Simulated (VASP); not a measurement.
Band structure of SrCl2 (fluorite). All values below come from PBE GGA with D4 dispersion, VASP's PBE PAW potentials (set 64) (plane waves; VASP).

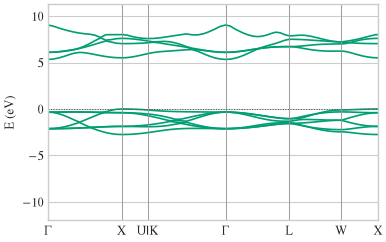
Figure: Bands along high-symmetry lines, zero at the valence-band maximum or, without a gap, the Fermi level

Q: Read the plot: is there a gap, and where are the band edges?

A: The gap is indirect, 5.33 eV, from the valence maximum at X to the conduction minimum at Γ. (Edges off the drawn lines would not show.)

Measured: gap 7.50 eV (computed value off by -2.17 eV), as given by Andrés Aguado et al., Journal of the Physical Society of Japan (1999), arXiv:cond-mat/9901145.

The compound is SrCl2 in the fluorite structure. The cell was not relaxed at this level.
